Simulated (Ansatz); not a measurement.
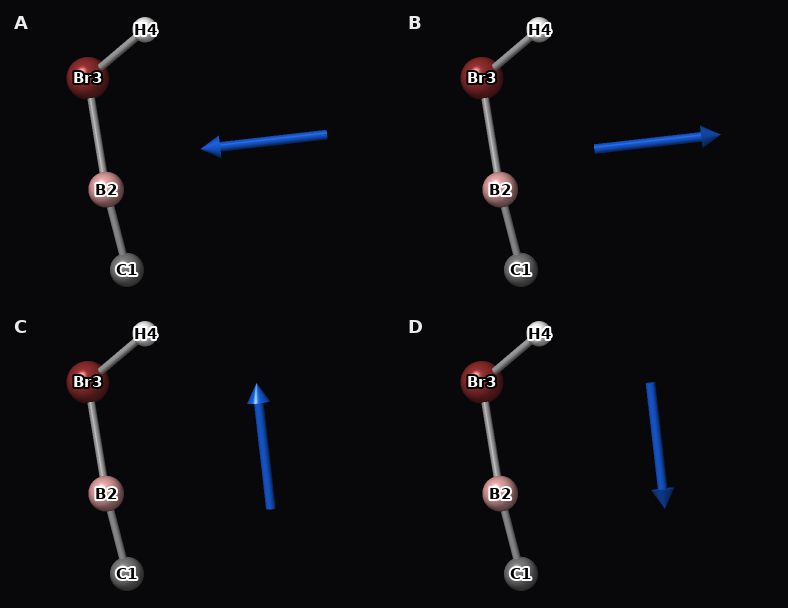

The same molecule four times, each with an arrow. The species is neutral and a spin doublet. Computed geometry: PBE0-D4/def2-TZVP optimisation. No frequency run is at hand to confirm it as a minimum. Properties computed with UKS PBE0-D4/def2-TZVP (Ansatz 0.2.0).

**Which arrow points along the dipole moment, from the negative to the positive end?**

C. The dipole moment is 7.20 D; it points from the side of C1 to the side of H4 (the outermost atoms at the two ends).
